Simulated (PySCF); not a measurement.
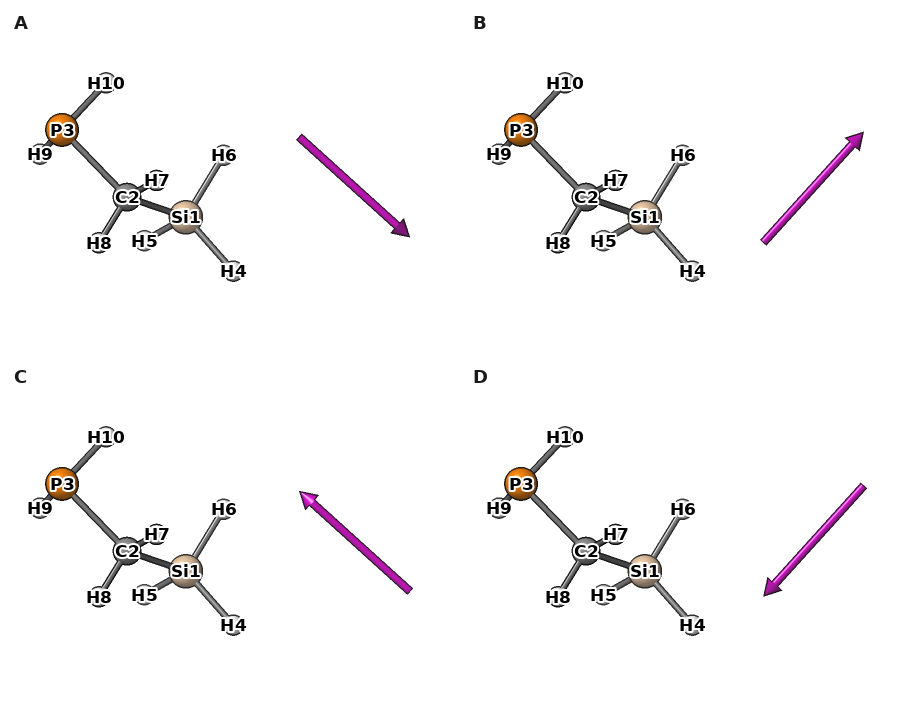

The same molecule four times, each with an arrow. The geometry was computed by an optimisation with GFN2-xTB. No frequency run is at hand to confirm it as a minimum. Properties computed with CAM-B3LYP/def2-SVPD, gas phase (PySCF 2.14.0).

Question: Which arrow points along the dipole moment, from the negative to the positive end?

Answer: A. The dipole moment is 0.76 D; it points from the side of P3, H9, H10 to the side of H4 (the outermost atoms at the two ends).

The geometry is semi-empirical. Around P, Si such bond lengths and angles can be off by a tenth of an ångström or more and by several degrees, and values that hang on the shape move with them.
